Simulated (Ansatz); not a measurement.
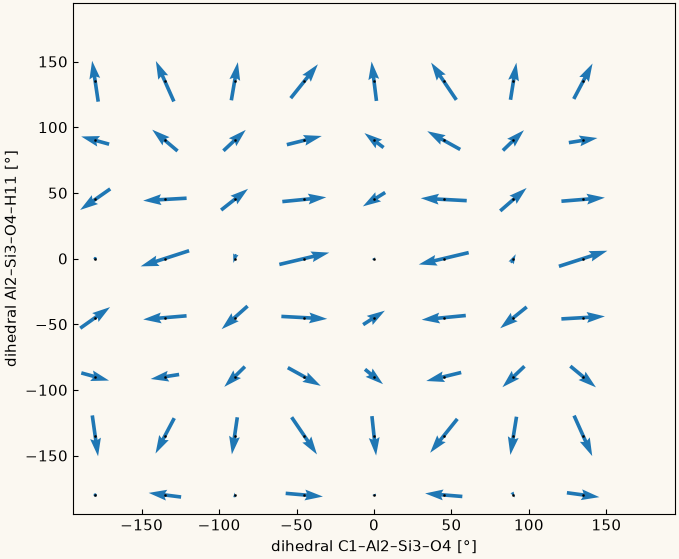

CH7AlOSi, SMILES [CH3][AlH][SiH2]O. Coordinates scanned: (1) dihedral C1–Al2–Si3–O4; (2) dihedral Al2–Si3–O4–H11. Nothing is relaxed (all other coordinates rigid). The scan uses an 8 × 8 grid. Points are written as (first, second). Level of theory: RKS PBE0-D4/def2-TZVP in Ansatz 0.2.0.

The picture shows dots at the grid points, arrows along the force (downhill), their lengths compressed.

The arrows alone are given. Where are the wells?

The arrows converge at (0°, −180°); (−180°, −180°) (10 meV up); (−180°, 0°) (57 meV up); (0°, 0°) (62 meV up) (read from the interpolated surface).

The energy map of the same scan:

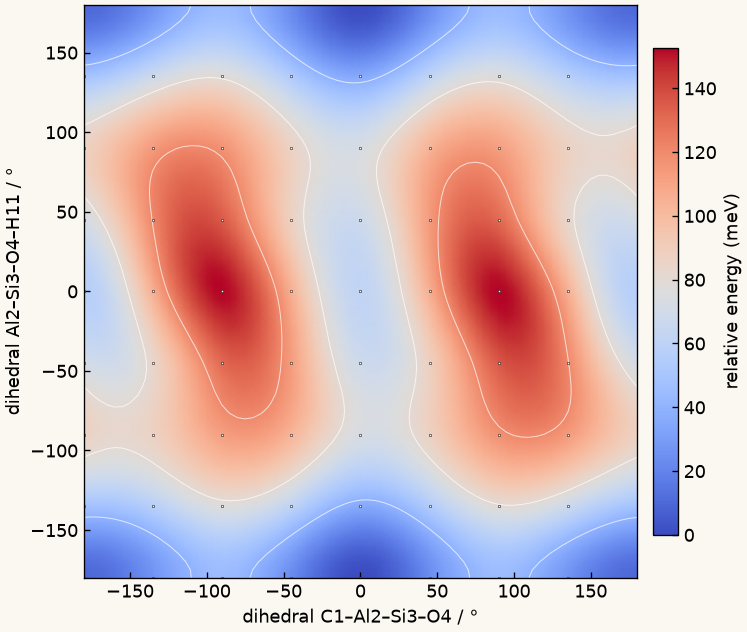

Energies are in meV, from the lowest grid point; between grid points the surface is interpolated.
